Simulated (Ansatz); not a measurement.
**SiH4 (silane): CCSD(T)/cc-pVTZ**

Aim: the electronic atomisation energy of SiH4 (silane) at CCSD(T)/cc-pVTZ, from 3 runs. 

The results are computed with Ansatz 0.2.0.

34 further runs of the same task are left out: 34 set aside as unsound or not needed.

## (1) The structure to begin with

SiH4 has 5 atoms, charge 0, and is taken as a singlet. As SMILES, `[SiH4]`. The shape is that of a PBE0-D4/def2-TZVP optimisation.

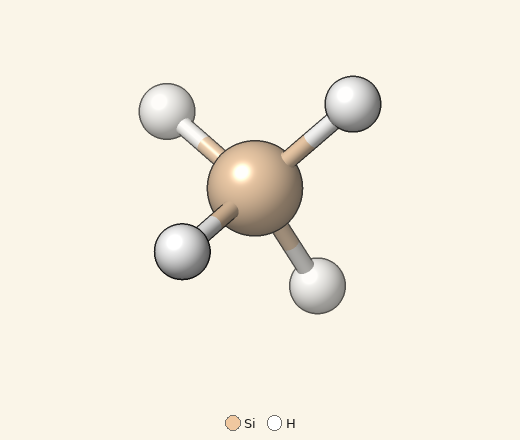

The structure, seen from a chosen angle (silicon light orange, hydrogen white).

## (2) The energy at CCSD(T)/cc-pVTZ

molecule.yaml

```yaml
crystal:
  periodic: [false, false, false]
  atoms:
    - symbol: Si
      position_ang: [-0.000000, 0.000000, -0.000100]
    - symbol: H
      position_ang: [0.967600, -0.688400, 0.890900]
    - symbol: H
      position_ang: [-1.331000, 0.044900, 0.656000]
    - symbol: H
      position_ang: [-0.105100, -0.740300, -1.282600]
    - symbol: H
      position_ang: [0.468500, 1.383800, -0.264200]
basis:
  gaussian: {orbitals: cc-pVTZ}
correlation: {method: ccsd_t, frozen_orbitals: {H: 0, Si: 5}}
accuracy: high
scf: {omitted_lower_state_checks: [cluster_reference, increment]}
```

The run is started by

```console
ansatz run molecule.yaml --threads 1 --pin off --max-ram 3480MiB --events-out events.jsonl --progress --plain --runs-dir runs
```

The log of the run:

```text
Warning: RAYON_NUM_THREADS=1 ignored (pool sized by the plan → 1); use --threads N
Functional definition: HF
  name "HF"
  exchange = exact_x
  correlation = 0
these checks for a lower state are left out or cut short: cluster_reference, increment
1521 factors; integrals over basis functions are off by at most 3.1e-9 eV
mean field evaluation 1: about -7924.9456 eV, gradient 1.0e1 eV
mean field evaluation 2: about -7924.9507 eV, gradient 1.0e1 eV
mean field evaluation 4: about -7925.6019 eV, gradient 3.5e-1 eV
mean field evaluation 8: about -7925.6023 eV, gradient 7.3e-5 eV
mean field -7925.60230182 eV, -291.2605124257 hartree, gradient 1.8e-8 eV, S^2 0.000000; 0 other end points of the search recorded, 0 dependent functions left out
5 core orbitals not correlated: weight in the atoms' cores, before any rotation towards them, 1.000 or more for the frozen orbitals, at most 0.000 for the correlated occupied ones
reference -7925.60230182 eV, -291.2605124257 hartree; 4, 4 occupied and 81, 81 virtual orbitals, 1521 factors
second order -3.89623392 eV of doubles, -0.00000000 eV of singles
cycle   1  -4.48672969 eV  change   -5.9e-1 eV  update   5.5e-2
cycle   2  -4.70333410 eV  change   -2.2e-1 eV  update   1.9e-2
cycle   3  -4.70950854 eV  change   -6.2e-3 eV  update   4.3e-3
cycle   4  -4.70789935 eV  change    1.6e-3 eV  update   1.4e-3
cycle   5  -4.70753770 eV  change    3.6e-4 eV  update   3.8e-4
cycle   6  -4.70755338 eV  change   -1.6e-5 eV  update   6.9e-5
cycle   7  -4.70756667 eV  change   -1.3e-5 eV  update   1.5e-5
cycle   8  -4.70756712 eV  change   -4.5e-7 eV  update   3.6e-6
cycle   9  -4.70756592 eV  change    1.2e-6 eV  update   6.4e-7
cycle  10  -4.70756605 eV  change   -1.4e-7 eV  update   2.0e-7
cycle  11  -4.70756609 eV  change   -3.3e-8 eV  update   6.1e-8
cycle  12  -4.70756609 eV  change   -4.2e-9 eV  update   2.4e-8
cycle  13  -4.70756608 eV  change    1.3e-8 eV  update   1.5e-8
cycle  14  -4.70756620 eV  change   -1.2e-7 eV  update   1.0e-7
cycle  15  -4.70756623 eV  change   -3.0e-8 eV  update   2.6e-8
cycle  16  -4.70756623 eV  change    1.2e-9 eV  update   6.2e-9
cycle  17  -4.70756623 eV  change    1.7e-9 eV  update   1.5e-9
cycle  18  -4.70756623 eV  change   1.8e-10 eV  update  4.7e-10
perturbative correction -0.10426903 eV, -0.0038318162 hartree
Total energy: -7930.41413708 eV, -291.4373441098 hartree
Checks for a lower state left out: cluster_reference, increment
```

Wall time 5.4 s (1 thread of Arm Neoverse V1, shared host); peak memory 0.51 GiB.

## (3) The H atom: a single-point energy at UHF/cc-pVTZ

job.yaml

```yaml
basis:
  gaussian:
    orbitals: cc-pVTZ
crystal:
  periodic: [false, false, false]
  atoms:
    - {symbol: H, position_ang: [0.000000, 0.000000, 0.000000]}
magnetization:
  spin_polarized: true
  initial_magnetization: 1
hamiltonian:
  xc: hf
accuracy: high
```

Run the same way, it converges to -0.49981 Eh (log not shown).

## (4) The Si atom

run.yaml

```yaml
crystal:
  periodic: [false, false, false]
  atoms:
    - {symbol: Si, position_ang: [0.000000, 0.000000, 0.000000]}
basis:
  gaussian:
    orbitals: cc-pVTZ
total_charge: 0
magnetization:
  spin_polarized: true
  initial_magnetization: 2
correlation:
  method: ccsd_t
  frozen_orbitals: {Si: 5}
accuracy: high
scf:
  omitted_lower_state_checks: [cluster_reference, increment]
```

Run the same way, it converges to -288.93312 Eh (log not shown).

## (5) Outcome

Level: CCSD(T)/cc-pVTZ, 5 core orbitals frozen.

```
                                             quantity          value
                               molecule: total energy  -291.43734 Eh
molecule: correlation energy (5 core orbitals frozen)     -176.8 mEh
                             molecule: (T) correction      -3.83 mEh
                              molecule: T1 diagnostic          0.011
                                 H atom: total energy    -0.49981 Eh
                                         H atom: ⟨S²⟩          0.750
                                Si atom: total energy  -288.93312 Eh
 Si atom: correlation energy (5 core orbitals frozen)      -76.7 mEh
                              Si atom: (T) correction      -2.45 mEh
           Si atom: ⟨S²⟩ of the reference determinant          2.015
                               Si atom: T1 diagnostic          0.012
                        electronic atomisation energy      13.741 eV
```

**Reading.** Taking the molecule apart into free atoms costs 13.74 eV (317 kcal/mol), before zero-point energy and without spin-orbit coupling. The triples (molecule) make up 2.2 % of the correlation energy. The triples (Si atom) make up 3.2 % of the correlation energy.
